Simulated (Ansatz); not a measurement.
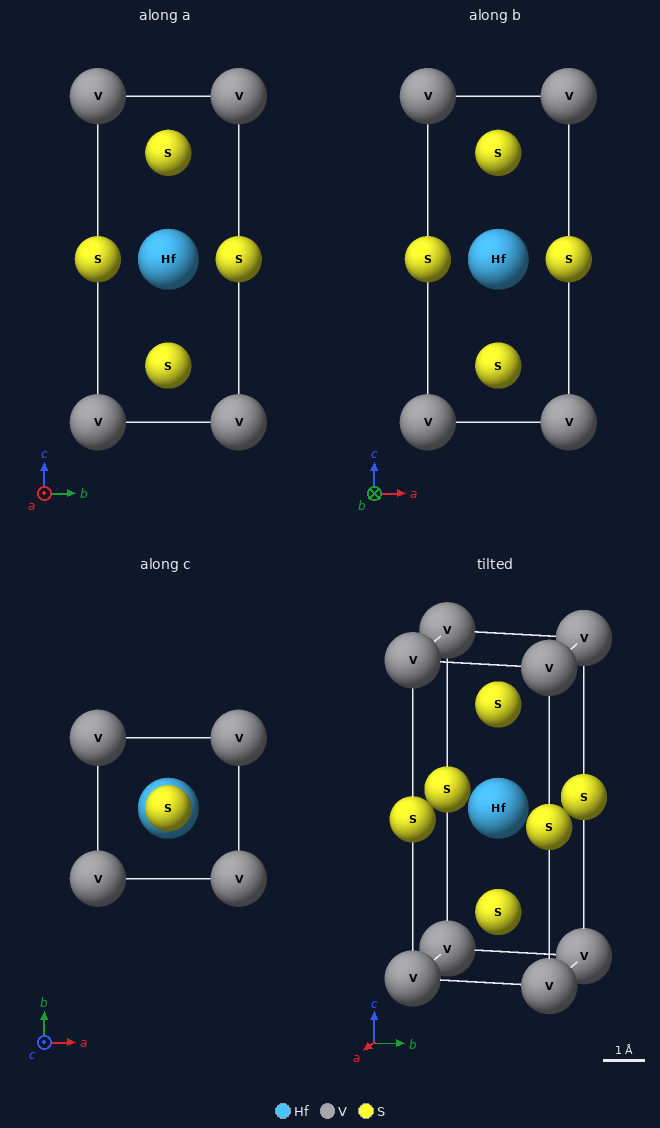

We look at a spheres-only model of the crystal along the a axis, along the b axis, along the c axis and slightly off an axis. One conventional unit cell is framed, with atoms on its boundary repeated.

Lattice parameters: a = 3.4385 Å, b = 3.4385 Å, c = 7.9616 Å, α = 90.000°, β = 90.000°, γ = 90.000°.

> From the views, write a CIF with its space group and independent sites, with free fractional coordinates to two decimals.

```cif
data_structure
_symmetry_space_group_name_H-M 'P 4/m m m'
_symmetry_Int_Tables_number 123
_cell_length_a 3.4385
_cell_length_b 3.4385
_cell_length_c 7.9616
_cell_angle_alpha 90.000
_cell_angle_beta 90.000
_cell_angle_gamma 90.000
_cell_volume 94.13
loop_
_atom_site_label
_atom_site_type_symbol
_atom_site_symmetry_multiplicity
_atom_site_Wyckoff_symbol
_atom_site_fract_x
_atom_site_fract_y
_atom_site_fract_z
_atom_site_occupancy
Hf1 Hf 1 d 0.50 0.50 0.50 1
V1 V 1 a 0.00 0.00 0.00 1
S1 S 2 h 0.50 0.50 0.17 1
S2 S 1 b 0.00 0.00 0.50 1
```

The structure comes from a random cell made by a generator, so it need not be a real form of the compound. Earlier steps of the study may have refined or changed the cell and positions. A calculation with Ansatz used it as input.
